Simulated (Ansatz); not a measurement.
Consider ZrO2 in the fluorite structure (space group Fm-3m, No. 225; a = 5.116 Å). Axes: x, y, z lie along the cube axes.

Modification: uniaxial stress, 0.5 GPa compression along x; all other stress components relax to zero.

Computed with PBE (Ansatz, a program for electronic structure, PAW, no spin-orbit coupling), earlier PAW set.

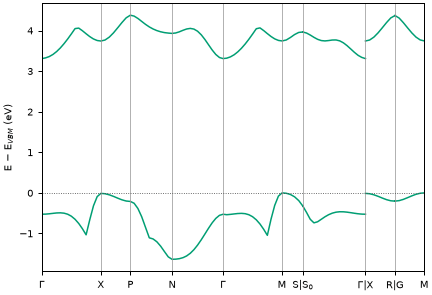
Figure. Highest valence and lowest conduction band along the path of the changed cell's own zone

Problem. From the figure, how large is the changed gap, and is it direct?

Solution. About 3.3 eV, indirect, M → Γ.

Load acts through the strain it causes; cell and atoms are relaxed under it. Stability under load was not tested beyond the relaxation. This is not the structure that ZrO2 has at room temperature and ambient pressure. k-point labels follow each cell's own Brillouin zone.
